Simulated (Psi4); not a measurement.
# SnH2F (SMILES [F][SnH2]): UM06-L/def2-TZVPP (core potential)

What is the vertical doublet–quartet gap of SnH2F at UM06-L/def2-TZVPP (core potential)? The job is set up through a Python script.

Program for the calculation: Psi4 1.11.

**1. The system as given**

SnH2F: 4 atoms, total charge 0, spin state doublet. As SMILES, `[F][SnH2]`. The coordinates come from a PBE0-D4/def2-TZVP relaxation.

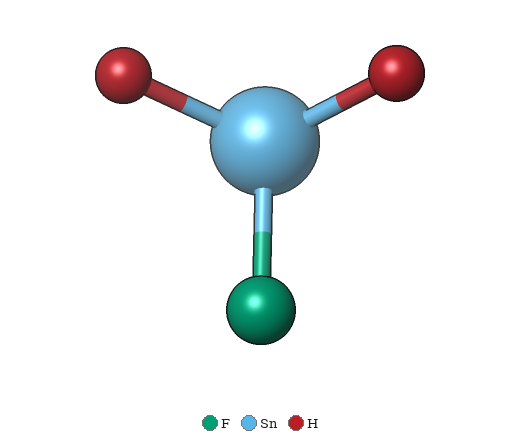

Viewed from a chosen angle; fluorine teal, tin blue, hydrogen red.

**2. Energy and forces at UM06-L/def2-TZVPP (core potential)**

Contents of fh2sn.xyz:

```xyz
4
FH2Sn
F     -1.552600    -0.190000     0.640700
Sn     0.028300    -0.242200    -0.468300
H      1.184100    -1.054400     0.524100
H      0.395700     1.426200    -0.716700
```

Contents of fh2sn.py:

```python
import psi4

psi4.set_memory(2200000000)
psi4.set_num_threads(1)
psi4.core.set_output_file('run.log', False)

with open('fh2sn.xyz') as f:
    atoms = ''.join(f.readlines()[2:])
geom = psi4.geometry('0 2\n' + atoms + 'symmetry c1\nno_reorient\nno_com')

psi4.set_options({
    'basis': 'def2-TZVPP',
    'reference': 'uks',
    'puream': True,
    'e_convergence': 1e-09,
    'd_convergence': 1e-08,
    'scf_type': 'pk',
    'dft_radial_points': 99,
    'dft_spherical_points': 590,
    'maxiter': 100,
})

result, w = psi4.gradient('M06-L', return_wfn=True)
psi4.oeprop(w, 'MULLIKEN_CHARGES', 'LOWDIN_CHARGES', 'DIPOLE')
print('gradient / Eh bohr^-1')
print(result.np.round(6))
print(f'energy = {w.energy():.10f} Eh')
```

The run is started by

```bash
$ python fh2sn.py
```

run.log:

```text
[...]
    !!!  WARNING: ECP capability is in beta. Please check occupations closely.  !!!
[...]
  Running in c1 symmetry.
[...]
  Nuclear repulsion =   71.224961374238049
[...]
  Multiplicity = 2
[...]
  Nalpha       = 17
  Nbeta        = 16
[...]
    Number of basis functions: 109
[...]
 WARNING: Atomic UHF is not converging! Try casting from a smaller basis or call Rob at CCMST.
   -------------------------
[...]
   @UKS iter   1:  -315.30350561790294   -1.21781e+00   6.97818e-03 ADIIS/DIIS
[...]
   @UKS iter  13:  -315.51260627300871   -5.00222e-12   6.90200e-09 DIIS
[...]
   @S^2 Observed:                7.518197334E-01
[...]
  @UKS Final Energy:  -315.51260627300871
   => Energetics <=
    Nuclear Repulsion Energy =             71.2249613742380490
    One-Electron Energy =                -659.4335079532598911
    Two-Electron Energy =                 302.1552527685479390
    DFT Exchange-Correlation Energy =     -29.4593124625348537
    Empirical Dispersion Energy =           0.0000000000000000
    VV10 Nonlocal Energy =                  0.0000000000000000
    Total Energy =                       -315.5126062730087142
[...]
  -Total Gradient:
     Atom            X                  Y                   Z
    ------   -----------------  -----------------  -----------------
       1        0.005595039990    -0.000514744120    -0.004581480096
       2       -0.002358809798     0.003181717501     0.007833661615
       3       -0.002672830022     0.001340118731    -0.002891139484
       4       -0.000963537563    -0.004053112006    -0.000198735619
[...]
 Multipole Moments:
 ------------------------------------------------------------------------------------
     Multipole            Electronic (a.u.)      Nuclear  (a.u.)        Total (a.u.)
 ------------------------------------------------------------------------------------
 L = 1.  Multiply by 2.5417464519 to convert [e a0] to [Debye]
 Dipole X            :         23.0165099          -22.2439662            0.7725437
 Dipole Y            :         12.5231585          -12.5980482           -0.0748897
 Dipole Z            :          8.2955459           -8.9363259           -0.6407800
 Magnitude           :                                                    1.0064945
[...]
  Mulliken Charges: (a.u.)
   Center  Symbol    Alpha    Beta     Spin     Total
       1     F     4.78114  4.72440  0.05674 -0.50554
       2    SN    10.99266 10.27685  0.71581  0.73050
       3     H     0.61310  0.49938  0.11372 -0.11248
       4     H     0.61310  0.49938  0.11372 -0.11247
   Total alpha = 17.00000, Total beta = 16.00000, Total charge =  0.00000
  Lowdin Charges: (a.u.)
   Center  Symbol    Alpha    Beta     Spin     Total
       1     F     4.67825  4.61482  0.06343 -0.29307
       2    SN    11.09136 10.30969  0.78167  0.59895
[...]
```

Standard output:

```text
gradient / Eh bohr^-1
[[ 0.005595 -0.000515 -0.004581]
 [-0.002359  0.003182  0.007834]
 [-0.002673  0.00134  -0.002891]
 [-0.000964 -0.004053 -0.000199]]
energy = -315.5126062730 Eh
```

Run time: 49 s. Hardware: 1 thread of Intel Xeon Platinum 8375C at 2.90GHz (Ice Lake), shared host; peak memory 0.96 GiB.

**3. The quartet: the energy at UM06-L/def2-TZVPP (core potential)**

Contents of run.py:

```python
import psi4

psi4.set_memory('2200 MB')
psi4.set_num_threads(1)
psi4.set_output_file('psi4.out', False)

m = psi4.geometry("""
0 4
F     -1.552600    -0.190000     0.640700
Sn     0.028300    -0.242200    -0.468300
H      1.184100    -1.054400     0.524100
H      0.395700     1.426200    -0.716700
units angstrom
symmetry c1
""")

options = {'basis': 'def2-TZVPP', 'reference': 'uks', 'puream': True, 'e_convergence': 1e-09, 'd_convergence': 1e-08, 'scf_type': 'pk', 'dft_radial_points': 99, 'dft_spherical_points': 590, 'maxiter': 100}
psi4.set_options(options)

energy_value, wavefunction = psi4.energy('m06-l', molecule=m, return_wfn=True)
psi4.oeprop(wavefunction, 'WIBERG_LOWDIN_INDICES', 'QUADRUPOLE', 'MULLIKEN_CHARGES', title='M06-L')
print(f'm06-l energy: {energy_value:.10f} Eh')
```

The run is started by

```bash
$ python run.py
```

psi4.out:

```text
[...]
  Running in c1 symmetry.
[...]
  Nuclear repulsion =   71.224961374238049
[...]
  Multiplicity = 4
[...]
  Nalpha       = 18
  Nbeta        = 15
[...]
    Number of basis functions: 109
[...]
   @UKS iter   1:  -315.03316599044587   -8.65255e-01   7.13172e-03 ADIIS/DIIS
[...]
   @UKS iter  16:  -315.27331831939995   -1.38130e-11   7.12315e-09 DIIS
[...]
   @S^2 Observed:                3.759867157E+00
[...]
    Orbital Energies [Eh]
    ---------------------
    Alpha Occupied:
       1A    -24.492274     2A     -5.039880     3A     -3.395802
       4A     -3.395154     5A     -3.387799     6A     -1.156924
       7A     -1.005480     8A     -1.002203     9A     -0.996611
      10A     -0.995238    11A     -0.984012    12A     -0.525635
      13A     -0.416220    14A     -0.404606    15A     -0.377659
      16A     -0.376819    17A     -0.226737    18A     -0.076344
    Alpha Virtual:
      19A     -0.031633    20A     -0.001630    21A      0.098252
      22A      0.107049    23A      0.116996    24A      0.141104
      25A      0.145578    26A      0.163757    27A      0.178312
[...]
  @UKS Final Energy:  -315.27331831939995
   => Energetics <=
    Nuclear Repulsion Energy =             71.2249613742380490
    One-Electron Energy =                -658.5771533738426342
    Two-Electron Energy =                 301.4404323221909863
    DFT Exchange-Correlation Energy =     -29.3615586419863703
    Empirical Dispersion Energy =           0.0000000000000000
    VV10 Nonlocal Energy =                  0.0000000000000000
    Total Energy =                       -315.2733183193999480
[...]
 Multipole Moments:
 ------------------------------------------------------------------------------------
     Multipole            Electronic (a.u.)      Nuclear  (a.u.)        Total (a.u.)
 ------------------------------------------------------------------------------------
 L = 1.  Multiply by 2.5417464519 to convert [e a0] to [Debye]
 Dipole X            :         11.8988003          -11.3966557            0.5021446
 Dipole Y            :         -1.5467808            1.6850364            0.1382556
 Dipole Z            :        -10.6540758           10.6115281           -0.0425477
 Magnitude           :                                                    0.5225649
 L = 2.  Multiply by 1.3450342976 to convert [e a0^2] to [Debye ang]
 Quadrupole XX       :        -99.2350790           72.0457615          -27.1893176
 Quadrupole XY       :          2.5210961           -2.5744849           -0.0533889
[...]
  Mulliken Charges: (a.u.)
   Center  Symbol    Alpha    Beta     Spin     Total
       1     F     4.83676  4.47717  0.35959 -0.31392
       2    SN    11.79479 10.04428  1.75051  0.16093
       3     H     0.68424  0.23926  0.44498  0.07650
       4     H     0.68422  0.23929  0.44492  0.07649
   Total alpha = 18.00000, Total beta = 15.00000, Total charge =  0.00000
  Wiberg Bond Indices using Orthogonal Lowdin Orbitals:
  Total Bond Index:
  Irrep: 1 Size: 4 x 4
[...]
```

Standard output:

```text
m06-l energy: -315.2733183194 Eh
```

It took 46 s on 1 thread of Intel Xeon Platinum 8375C at 2.90GHz (Ice Lake), shared host; peak memory 0.97 GiB.

**4. Summary of results**

Level: UM06-L/def2-TZVPP (core potential).

| quantity | value |
| --- | --- |
| doublet: total energy | -315.51261 Eh |
| doublet: dipole moment | 2.56 D |
| doublet: HOMO energy (highest over α and β) | -5.57 eV |
| doublet: LUMO energy (lowest over α and β) | -4.58 eV |
| doublet: ⟨S²⟩ | 0.752 |
| doublet: largest force on an atom | 0.451 eV/Å |
| quartet: total energy | -315.27332 Eh |
| quartet: dipole moment | 1.33 D |
| quartet: HOMO energy (highest over α and β) | -2.08 eV |
| quartet: ⟨S²⟩ | 3.760 |
| vertical energy of the quartet above the doublet | 6.511 eV |

In words: At this shape the quartet lies 6.51 eV (628 kJ/mol) above the doublet. The largest force (doublet) is 0.45 eV/Å: the shape isn't a stationary point for this species at this level. Mulliken charges (doublet) run from -0.51 on F1 to +0.73 on Sn2; they depend strongly on the basis. Mulliken charges (quartet) run from -0.31 on F1 to +0.16 on Sn2.
